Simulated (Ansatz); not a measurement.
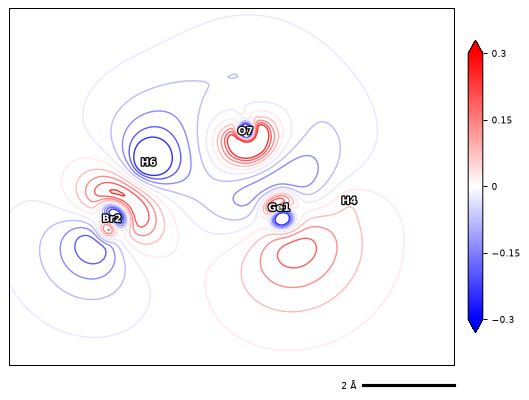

*GeH$_{4}$O···HBr. The LUMO on the plane of atoms H4, Ge1 and O7 (values in Å⁻³ᐟ²; the overall sign is arbitrary).*

Not at a stationary point (largest force 0.6 eV/Å).

All numbers below come from Ansatz, RKS PBE-D4/def2-mTZVP.

```yaml
atoms:
  - { symbol: Ge, position_ang: [-0.7405, 0.6745, -0.1352] }
  - { symbol: Br, position_ang: [1.0344, -2.4328, -1.0948] }
  - { symbol: H, position_ang: [-0.0154, 0.8560, -1.4946] }
  - { symbol: H, position_ang: [-1.4292, 2.0017, 0.2887] }
  - { symbol: H, position_ang: [-1.7226, -0.5131, -0.1151] }
  - { symbol: H, position_ang: [1.1751, -1.6890, 0.1861] }
  - { symbol: O, position_ang: [0.4855, 0.2261, 1.1726] }
  - { symbol: H, position_ang: [1.2126, 0.8766, 1.1925] }
```

> What is the character of this orbital?

Its weight (Hirshfeld) is mainly on Ge1 (about 30 %), Br2 (about 20 %), O7 (about 15 %), H6 (about 15 %) and H8 (about 15 %). Its energy is −1.39 eV.
